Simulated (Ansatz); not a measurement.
# BeSi2 (built on the sites of a database entry of CaSi2): a soft mode frozen in, part 2 of 2

Wanted: the energy along a soft mode of BeSi2 (built on the sites of a database entry of CaSi2) and the structure at the end.

Ansatz 0.2.0; DFT PBEsol, scalar-relativistic, plane waves, PAW.

So far, highest frequency on the path or at a solved wavevector (cm⁻¹): step 2 (response at finite wavevector) 496. Also lowest frequency on the path (cm⁻¹): step 2 -176.

The structure was built from a prototype and need not be the compound's stable phase.

## Step 5: Energy along the mode, all amplitudes (two of the runs are shown above)

An imaginary frequency means negative curvature, so the energy should fall and then rise again as anharmonic terms take over.

This step gave:

- depth at the lowest point sampled: 11.46 meV/atom
- largest atomic shift at that point: 0.32 Å

The energy from the parent by largest shift of an atom, one sign:

| largest shift of an atom, one sign (Å) | energy from the parent (meV/atom) |
| --- | --- |
| 0.000 | 0 |
| 0.040 | -0.509 |
| 0.080 | -1.93 |
| 0.140 | -5.16 |
| 0.220 | -9.89 |
| 0.320 | -11.5 |
| 0.450 | 12.7 |

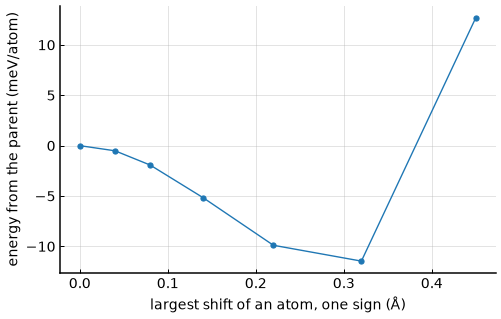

Energy from the parent, plotted against largest shift of an atom, one sign.

Displacement at unit largest shift by atom:

| atom | x (Å) | y (Å) | z (Å) | size |
| --- | --- | --- | --- | --- |
| Be1 | -1.00 | 0.00 | 0.00 | 1.00 |
| Be2 | 1.00 | 0.00 | 0.00 | 1.00 |
| Be3 | 0.00 | 0.00 | 0.00 | 0.00 |
| Si4 | -0.25 | 0.14 | -0.15 | 0.32 |
| Si5 | 0.00 | -0.29 | 0.29 | 0.41 |
| Si6 | 0.25 | 0.14 | -0.15 | 0.32 |
| Si7 | 0.00 | 0.29 | -0.29 | 0.41 |
| Si8 | 0.25 | -0.14 | 0.15 | 0.32 |
| Si9 | -0.25 | -0.14 | 0.15 | 0.32 |

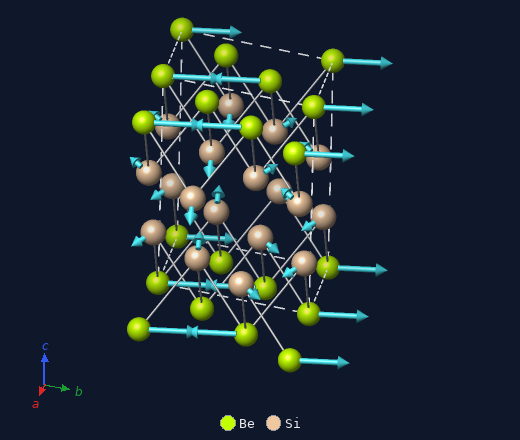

Displacement at unit largest shift as arrows, the longest 1 Å. 2×1×1 cells are drawn. Some periodic images of atoms are drawn too.

The lowest of the steps tried is at 0.32 Å, 11.5 meV/atom below the parent; the bottom of the well need not coincide with a step.

## Step 6: Relaxation from the frozen mode

Starting from the lowest point found, all atoms and the cell are let go, so that strain and other modes of the same symmetry can join in.

Contents of input.yaml:

```yaml
crystal:
  lattice:
    - [0.0, -4.8186210762, 0.0]
    - [-4.1730482632, -2.4093105381, 0.0]
    - [0.0, 0.0, -5.5325386777]
  atoms:
    - { symbol: Be, position: [-0.0383409444, 0.0766817907, 6.35e-08] }
    - { symbol: Be, position: [0.7050079929, 0.5899841124, -6.35e-08] }
    - { symbol: Be, position: [0.3333329516, 0.3333340968, 0.0] }
    - { symbol: Si, position: [0.314200422, 0.6857993345, 0.6899923433] }
    - { symbol: Si, position: [1.019132331, 0.3333337734, 0.6645191885] }
    - { symbol: Si, position: [0.666667941, 0.9808668922, 0.6899914587] }
    - { symbol: Si, position: [0.6475338321, 0.3333339004, 0.3354808116] }
    - { symbol: Si, position: [0.3524657411, 0.9808668286, 0.3100083271] }
    - { symbol: Si, position: [-2.672e-07, 0.685799271, 0.3100078708] }
kpoints:
  mp_grid: { grid: [9, 9, 6] }
hamiltonian:
  xc: pbesol
scf:
  occupations: { method: methfessel_paxton, width: 0.15 }
output:
  forces: true
  stress: true
  eigenvalues: true
relax:
  adjacent_minimum: "off"
  f_tol: 0.002
  max_steps: 120
  cell: { stress_tol: 0.03 }
```

The run is started by

```
ansatz run input.yaml --threads 4 --pin off --max-ram 7168MiB --backend cpu --events-out ev --progress --plain --runs-dir out
```

Numbers of over 12 decimals in the logs are rounded to 6 here.

Log:

```text
[...]
Crystal: 9 atoms, lattice volume = 111.250 Å³
Basis set: ecut = 420 eV, 2167 PW (Γ), exchange–correlation on 72×72×80 points (8 copies of the dense FFT grid, shifted against one another)
Bands: 24, of which v1, the nominal top of the filled ones, is band 15 counted from 1 (14 counted from 0)
Symmetry: 4 space group operations
[...]
k-points: 140 of 486
[...]
SCF iter   1: F=—  HF=-3996.563272 eV  |F-HF|=—  |Δ(HF+E_count)|=         —  Δρ=2.61e-3  dr2=1.06e-2  ethr=1.77e-3  ⟨swp⟩=7.8  Hψ=20951  notcnv=0
[...]
SCF iter   6: F=-3996.560613 eV  HF=-3996.560613 eV  |F-HF|=2.43e-9  |Δ(HF+E_count)|=   1.03e-8  S|Δr|=    0.00e0  Δρ=2.51e-6  dr2=7.17e-9  ethr=3.33e-10  ⟨swp⟩=8.6  Hψ=16335  notcnv=0
SCF 1 converged in 6 iterations: F = -3996.560613 eV  dr2 = 7.17e-9
[...]
relax step   1: F+E_penalty+E_count = -3996.56061286 eV  Δ(F+E_penalty+E_count) = +0.000e0 eV  max|allowed force component| = 3.985e-1 eV/Å  Δτ_max = 0.0000 Å  P = +0.400 GPa  Ω = 111.250 Å³  (6 SCF iters, dr2 threshold 1.00e-7 eV, accepted)
Crystal: 9 atoms, lattice volume = 110.983 Å³
Basis set: ecut = 420 eV, 2151 PW (Γ), exchange–correlation on 72×72×80 points (8 copies of the dense FFT grid, shifted against one another)
[...]
SCF iter   5: F=-3996.635548 eV  HF=-3996.635548 eV  |F-HF|=3.55e-9  |Δ(HF+E_count)|=   1.02e-7  S|Δr|=    0.00e0  Δρ=3.16e-6  dr2=1.18e-8  ethr=1.64e-9  ⟨swp⟩=2.0  Hψ=11134  notcnv=0
SCF 2 converged in 5 iterations: F = -3996.635548 eV  dr2 = 1.18e-8
relax step   2: F+E_penalty+E_count = -3996.63554807 eV  Δ(F+E_penalty+E_count) = -7.494e-2 eV  max|allowed force component| = 1.865e-1 eV/Å  Δτ_max = 0.0288 Å  P = +0.374 GPa  Ω = 110.983 Å³  energy of the carried Pulay correction = +5.413e-5 eV  (5 SCF iters, dr2 threshold 9.00e-7 eV, accepted)
Crystal: 9 atoms, lattice volume = 111.382 Å³
Basis set: ecut = 420 eV, 2173 PW (Γ), exchange–correlation on 72×72×80 points (8 copies of the dense FFT grid, shifted against one another)
[...]
SCF iter   5: F=-3996.665745 eV  HF=-3996.665745 eV  |F-HF|=6.01e-9  |Δ(HF+E_count)|=   7.97e-8  S|Δr|=    0.00e0  Δρ=3.22e-6  dr2=1.49e-8  ethr=1.49e-9  ⟨swp⟩=2.0  Hψ=10790  notcnv=0
SCF 3 converged in 5 iterations: F = -3996.665745 eV  dr2 = 1.49e-8
relax step   3: F+E_penalty+E_count = -3996.66574452 eV  Δ(F+E_penalty+E_count) = -3.020e-2 eV  max|allowed force component| = 1.079e-1 eV/Å  Δτ_max = 0.0414 Å  P = +0.027 GPa  Ω = 111.382 Å³  energy of the carried Pulay correction = -2.665e-5 eV  (5 SCF iters, dr2 threshold 9.00e-7 eV, accepted)
[... from here on, the SCF cycles and remarks between the steps are left out ...]
relax step   4: F+E_penalty+E_count = -3996.69798486 eV  Δ(F+E_penalty+E_count) = -3.224e-2 eV  max|allowed force component| = 2.015e-1 eV/Å  Δτ_max = 0.0446 Å  P = -0.298 GPa  Ω = 112.313 Å³  energy of the carried Pulay correction = -2.142e-4 eV  (5 SCF iters, dr2 threshold 8.76e-7 eV, accepted)
relax step   5: F+E_penalty+E_count = -3996.80243198 eV  Δ(F+E_penalty+E_count) = -1.044e-1 eV  max|allowed force component| = 2.533e-1 eV/Å  Δτ_max = 0.0499 Å  P = -0.184 GPa  Ω = 112.750 Å³  energy of the carried Pulay correction = -3.015e-4 eV  (5 SCF iters, dr2 threshold 9.00e-7 eV, accepted)
relax step   6: F+E_penalty+E_count = -3996.93953782 eV  Δ(F+E_penalty+E_count) = -1.371e-1 eV  max|allowed force component| = 2.300e-1 eV/Å  Δτ_max = 0.0685 Å  P = -0.273 GPa  Ω = 113.154 Å³  energy of the carried Pulay correction = -3.821e-4 eV  (5 SCF iters, dr2 threshold 9.00e-7 eV, accepted)
relax step   7: F+E_penalty+E_count = -3996.98428666 eV  Δ(F+E_penalty+E_count) = -4.475e-2 eV  max|allowed force component| = 1.247e-1 eV/Å  Δτ_max = 0.0836 Å  P = +0.910 GPa  Ω = 111.745 Å³  energy of the carried Pulay correction = -9.998e-5 eV  (5 SCF iters, dr2 threshold 9.00e-7 eV, accepted)
relax step   8: F+E_penalty+E_count = -3997.02330798 eV  Δ(F+E_penalty+E_count) = -3.902e-2 eV  max|allowed force component| = 7.934e-2 eV/Å  Δτ_max = 0.0253 Å  P = -0.292 GPa  Ω = 112.763 Å³  energy of the carried Pulay correction = -3.041e-4 eV  (5 SCF iters, dr2 threshold 9.00e-7 eV, accepted)
relax step   9: F+E_penalty+E_count = -3997.01566214 eV  Δ(F+E_penalty+E_count) = +7.646e-3 eV  max|allowed force component| = 2.535e-1 eV/Å  Δτ_max = 0.0938 Å  P = -1.061 GPa  Ω = 113.179 Å³  energy of the carried Pulay correction = -3.871e-4 eV  (5 SCF iters, dr2 threshold 9.00e-7 eV, rejected (line search))
relax step  10: F+E_penalty+E_count = -3997.07365905 eV  Δ(F+E_penalty+E_count) = -5.035e-2 eV  max|allowed force component| = 7.559e-2 eV/Å  Δτ_max = 0.0639 Å  P = +0.031 GPa  Ω = 112.083 Å³  energy of the carried Pulay correction = -1.678e-4 eV  (7 SCF iters, accepted)
relax step  11: F+E_penalty+E_count = -3997.07478271 eV  Δ(F+E_penalty+E_count) = -1.124e-3 eV  max|allowed force component| = 9.032e-2 eV/Å  Δτ_max = 0.0394 Å  P = +0.057 GPa  Ω = 112.158 Å³  energy of the carried Pulay correction = -1.831e-4 eV  (5 SCF iters, dr2 threshold 9.00e-7 eV, accepted)
relax step  12: F+E_penalty+E_count = -3997.07816458 eV  Δ(F+E_penalty+E_count) = -3.382e-3 eV  max|allowed force component| = 1.892e-2 eV/Å  Δτ_max = 0.0184 Å  P = -0.016 GPa  Ω = 112.191 Å³  energy of the carried Pulay correction = -1.896e-4 eV  (5 SCF iters, dr2 threshold 9.00e-7 eV, accepted)
relax step  13: F+E_penalty+E_count = -3997.07911309 eV  Δ(F+E_penalty+E_count) = -9.485e-4 eV  max|allowed force component| = 4.101e-2 eV/Å  Δτ_max = 0.0051 Å  P = +0.034 GPa  Ω = 112.086 Å³  energy of the carried Pulay correction = -1.685e-4 eV  (3 SCF iters, dr2 threshold 7.59e-7 eV, accepted)
relax step  14: F+E_penalty+E_count = -3997.07955514 eV  Δ(F+E_penalty+E_count) = -4.421e-4 eV  max|allowed force component| = 4.821e-3 eV/Å  Δτ_max = 0.0071 Å  P = -0.019 GPa  Ω = 112.167 Å³  energy of the carried Pulay correction = -1.848e-4 eV  (4 SCF iters, dr2 threshold 2.26e-7 eV, accepted)
relax step  15: F+E_penalty+E_count = -3997.07959542 eV  Δ(F+E_penalty+E_count) = -4.028e-5 eV  max|allowed force component| = 3.055e-3 eV/Å  Δτ_max = 0.0016 Å  P = +0.006 GPa  Ω = 112.142 Å³  energy of the carried Pulay correction = -1.797e-4 eV  (5 SCF iters, dr2 threshold 9.80e-9 eV, accepted)
relax step  16: F+E_penalty+E_count = -3997.07960390 eV  Δ(F+E_penalty+E_count) = -8.480e-6 eV  max|allowed force component| = 2.264e-3 eV/Å  Δτ_max = 0.0017 Å  P = +0.006 GPa  Ω = 112.146 Å³  energy of the carried Pulay correction = -1.806e-4 eV  (5 SCF iters, dr2 threshold 5.83e-10 eV, accepted)
relax step  17: F+E_penalty+E_count = -3997.07960639 eV  Δ(F+E_penalty+E_count) = -2.488e-6 eV  max|allowed force component| = 8.757e-4 eV/Å  Δτ_max = 0.0003 Å  P = -0.003 GPa  Ω = 112.154 Å³  energy of the carried Pulay correction = -1.822e-4 eV  (4 SCF iters, dr2 threshold 3.20e-10 eV, accepted)
relax step  18: F+E_penalty+E_count = -3997.08951531 eV  Δ(F+E_penalty+E_count) = -9.909e-3 eV  max|allowed force component| = 1.011e-3 eV/Å  Δτ_max = 0.0000 Å  P = +0.077 GPa  Ω = 112.154 Å³  stress off target by 2.38e-1 GPa  SCF on the basis re-selected at this cell (its energy is not comparable with the rows above)  (5 SCF iters)
relax step  19: F+E_penalty+E_count = -3997.08969274 eV  Δ(F+E_penalty+E_count) = -1.774e-4 eV  max|allowed force component| = 2.202e-3 eV/Å  Δτ_max = 0.0024 Å  P = -0.010 GPa  Ω = 112.247 Å³  energy of the carried Pulay correction = -1.674e-5 eV  (4 SCF iters, dr2 threshold 1.41e-7 eV, accepted)
relax step  20: F+E_penalty+E_count = -3997.08970367 eV  Δ(F+E_penalty+E_count) = -1.093e-5 eV  max|allowed force component| = 7.958e-4 eV/Å  Δτ_max = 0.0007 Å  P = +0.009 GPa  Ω = 112.228 Å³  energy of the carried Pulay correction = -1.306e-5 eV  (5 SCF iters, dr2 threshold 3.03e-10 eV, accepted)
[...]
SCF iter   4: F=-3997.089719 eV  HF=-3997.089719 eV  |F-HF|=1.82e-12  |Δ(HF+E_count)|=  3.82e-11  S|Δr|=    0.00e0  Δρ=5.00e-8  dr2=3.85e-12  ethr=1.00e-12  ⟨swp⟩=3.8  Hψ=14574  notcnv=0
SCF 21 converged in 4 iterations: F = -3997.089719 eV  dr2 = 3.85e-12
relax step  21: F+E_penalty+E_count = -3997.08971890 eV  Δ(F+E_penalty+E_count) = -1.523e-5 eV  max|allowed force component| = 7.944e-4 eV/Å  Δτ_max = 0.0000 Å  P = +0.009 GPa  Ω = 112.228 Å³  stress off target by 1.15e-2 GPa  SCF on the basis re-selected at this cell (its energy is not comparable with the rows above)  (4 SCF iters)
[...]
SCF converged after 4 iterations
[...]
Free energy (F): -3997.089719 eV
[...]
Internal energy: -3997.090647 eV  (E = F + TS)
E sigma→0 (E₀):  -3997.089951 eV
Entropy (-TS):   0.000928 eV (0.103 meV/atom)
Fermi energy:    9.880863 eV
[...]
--- Forces (eV/Å), atoms counted from 1 ---
  atom   1  Be    -0.00079441     0.00000000    -0.00000000
  atom   2  Be     0.00079441    -0.00000000     0.00000000
  atom   3  Be    -0.00000000     0.00000000    -0.00000000
  atom   4  Si    -0.00020374     0.00029104    -0.00018072
  atom   5  Si     0.00000000     0.00017109    -0.00062538
  atom   6  Si     0.00020374     0.00029104    -0.00018072
  atom   7  Si    -0.00000000    -0.00017109     0.00062538
  atom   8  Si     0.00020374    -0.00029104     0.00018072
  atom   9  Si    -0.00020374    -0.00029104     0.00018072
  max |Σ_I F_I| component: 3.58e-18 eV/Å
--- Stress (GPa, compression-positive) ---
        0.011517      -0.000000       0.000000
       -0.000000       0.007931      -0.002280
        0.000000      -0.002280       0.007784
  P = ⅓ Tr σ = 0.0091 GPa (0.091 kbar)
--- Band table (eV; the first three rows and the last of 140) ---
  k-point 0: bands = [... 11 lower, 6.9250, 7.3565, 7.7877, 8.2599, 9.3796, 9.6365, 9.6392, 9.7258, ... 5 higher]
  k-point 1: bands = [... 11 lower, 6.8276, 7.1036, 8.3970, 8.8037, 8.9951, 9.2071, 10.4944, 10.5660, ... 5 higher]
  k-point 2: bands = [... 11 lower, 6.2067, 6.4137, 7.3588, 8.1470, 9.9415, 10.9204, 10.9338, 11.8733, ... 5 higher]
  k-point 139: bands = [... 11 lower, 7.3889, 8.6705, 9.5303, 9.6215, 10.7313, 10.9397, 12.0904, 12.8777, ... 5 higher]
--- Relaxed structure (19 steps of the walk, 18 accepted, 2 SCFs on fresh bases) ---
  F+E_penalty+E_count = -3997.08971890 eV   max|allowed force component| = 7.944e-4 eV/Å   (the final SCF, on the basis selected at the relaxed cell)
  cell:  # Å, volume = 112.2276 Å³
    - [0.0, -4.458136, -0.206918]
    - [-4.795997, -2.229068, -0.103459]
    - [0.0, -0.237575, -5.259919]
  atoms:
    - { symbol: Be, position: [-0.054785, 0.109570, -2.278881349370606e-17] }
    - { symbol: Be, position: [0.721452, 0.557097, 3.469446951953614e-17] }
    - { symbol: Be, position: [0.333333, 0.333333, -6.938893903907228e-18] }
    - { symbol: Si, position: [0.310656, 0.712716, 0.717317] }
    - { symbol: Si, position: [1.059264, 0.333333, 0.626346] }
    - { symbol: Si, position: [0.690038, 0.953951, 0.717317] }
    - { symbol: Si, position: [0.607402, 0.333333, 0.373654] }
    - { symbol: Si, position: [0.356011, 0.953951, 0.282683] }
    - { symbol: Si, position: [-0.023371, 0.712716, 0.282683] }
```

The job ended after 2.5 min (4 threads of Arm Neoverse V1, shared host; peak memory 0.66 GiB; 9.5 min of CPU time).

Step by step:

| step | energy less that of the first step (eV) | largest force component (eV/Å) | pressure (GPa) | volume (Å³) |
| --- | --- | --- | --- | --- |
| 1 | 0.0000 | 0.3985 | 0.40 | 111.25 |
| 2 | -0.0749 | 0.1865 | 0.37 | 110.98 |
| 3 | -0.1051 | 0.1079 | 0.03 | 111.38 |
| 4 | -0.1374 | 0.2015 | -0.30 | 112.31 |
| 5 | -0.2418 | 0.2533 | -0.18 | 112.75 |
| 6 | -0.3789 | 0.2300 | -0.27 | 113.15 |
| 7 | -0.4237 | 0.1247 | 0.91 | 111.75 |
| 8 | -0.4627 | 0.0793 | -0.29 | 112.76 |
| 9 | -0.4550 | 0.2535 | -1.06 | 113.18 |
| 10 | -0.5130 | 0.0756 | 0.03 | 112.08 |
| 11 | -0.5142 | 0.0903 | 0.06 | 112.16 |
| 12 | -0.5176 | 0.0189 | -0.02 | 112.19 |
| 13 | -0.5185 | 0.0410 | 0.03 | 112.09 |
| 14 | -0.5189 | 0.0048 | -0.02 | 112.17 |
| 15 | -0.5190 | 0.0031 | 0.01 | 112.14 |
| 16 | -0.5190 | 0.0023 | 0.01 | 112.15 |
| 17 | -0.5190 | 0.0009 | 0.00 | 112.15 |
| 18* | -0.5289 | 0.0010 | 0.08 | 112.15 |
| 19 | -0.5291 | 0.0022 | -0.01 | 112.25 |
| 20 | -0.5291 | 0.0008 | 0.01 | 112.23 |
| 21* | -0.5291 | 0.0008 | 0.01 | 112.23 |

Relaxation steps marked * repeat the geometry before them on a plane-wave basis chosen anew for their cell, so energy and pressure can jump there. Relaxation step 9 was tried and not accepted.

The run keeps the 4 symmetry operations that it works with, so distortions that break them were not tested.

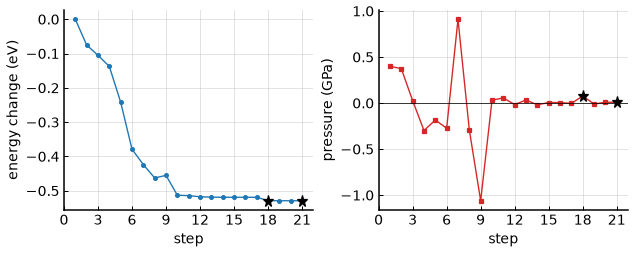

Energy and pressure along the relaxation. Stars mark steps on a basis chosen anew.

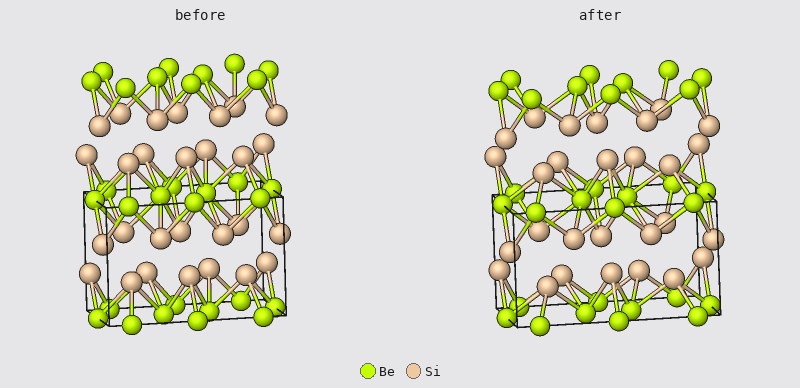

Before and after, at one scale.

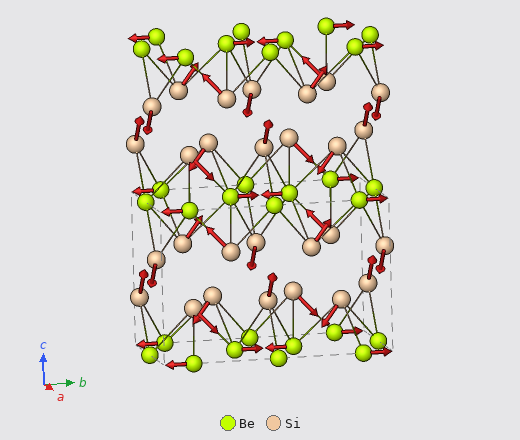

Displacements in the relaxation, exaggerated, measured against the changing cell; the longest in the cell stands for 0.26 Å. 1×1×2 conventional cells are drawn. Some periodic images of atoms are drawn too.

| cell as run | before | after | change |
| --- | --- | --- | --- |
| a (Å) | 4.819 | 4.463 | -7.4 % |
| b (Å) | 4.819 | 5.290 | +9.8 % |
| c (Å) | 5.533 | 5.265 | -4.8 % |
| α (°) | 90.00 | 87.79 | -2.5 % |
| β (°) | 90.00 | 84.76 | -5.8 % |
| γ (°) | 60.00 | 65.05 | +8.4 % |
| volume (Å³/atom) | 12.36 | 12.47 | +0.9 % |

The atoms that moved most (Å, as changes of fractional coordinates times the final cell):

| atom | dx | dy | dz | length |
| --- | --- | --- | --- | --- |
| Si5 | 0.000 | -0.170 | 0.192 | 0.257 |
| Si7 | 0.000 | 0.170 | -0.192 | 0.257 |
| Si6 | 0.129 | -0.051 | -0.146 | 0.201 |
| Si9 | -0.129 | 0.051 | 0.146 | 0.201 |
| Si8 | 0.129 | 0.051 | 0.146 | 0.201 |
| Si4 | -0.129 | -0.051 | -0.146 | 0.201 |
| Be1 | -0.158 | 0.000 | 0.000 | 0.158 |
| Be2 | 0.158 | 0.000 | 0.000 | 0.158 |

The relaxed structure:

```xyz
9
Lattice="0.0000 -4.4581 -0.2069 -4.7960 -2.2291 -0.1035 0.0000 -0.2376 -5.2599" Properties=species:S:1:pos:R:3 pbc="T T T"
Be   -0.5255    0.0000    0.0000
Be   -2.6718   -4.4581   -0.2069
Be   -1.5987   -2.2291   -0.1035
Si   -3.4182   -3.1441   -3.9110
Si   -1.5987   -5.6142   -3.5482
Si   -4.5751   -5.3731   -4.0145
Si   -1.5987   -3.5397   -2.1256
Si   -4.5751   -3.7807   -1.6593
Si   -3.4182   -1.5517   -1.5558
```

Numbers from this step:

```yaml
pressure: 0.009078 GPa
volume_per_atom: 12.47 Å³
```

The distorted start has space group C2/m; the relaxation ends in C2/m.

## Step 7: Outcome

| Property | Result |
| --- | --- |
| unstable mode of the parent | q = (0.333, 0.333, 0), 162i cm⁻¹ |
| depth at the lowest point sampled | 11.5 meV/atom |
| largest atomic shift at that point | 0.32 Å |
| space group reached | C2/m |
| energy gained over the parent (first relaxation, on the mesh of the frozen mode) | 70.2 meV/atom |
| volume per atom, phase reached | 12.5 Å³ |

Along this mode the structure falls into C2/m, 70.2 meV/atom below the parent. At the parent's cell the well is 11.46 meV/atom deep on the steps tried, with its lowest point at a shift of 0.32 Å. Relaxing atoms and cell changes the gain by +58.79 meV/atom against the lowest step (energies at zero smearing). Most of the total comes from this relaxation. The modes of the phase reached were not computed. Of the 4 patterns followed to their end from this parent, this one reaches the lowest energy. Each path keeps the symmetry of its pattern, so a lower phase may lie along a pattern not tried. The q mesh stands for a supercell only 8.3 Å across, so branches between the solved wavevectors are rough. With no gap, or one that is small against the smearing, the frequencies hang on the k mesh and the smearing, most of all near Kohn anomalies. A phonon run warned that its eigensolver left some bands unconverged in a pass. The starting cell was built on a prototype and not taken from a measurement, so the phase need not exist.

[Logs are printed without paths, hosts, clocks, repeated set-up lines and the standing remarks that a program may print on its own settings, such as how far it seeks lower states.]

[Hosts, paths, dates, database ids (printed as entryN), source tags and the programs' standing remarks are cut or masked in the printed files.]
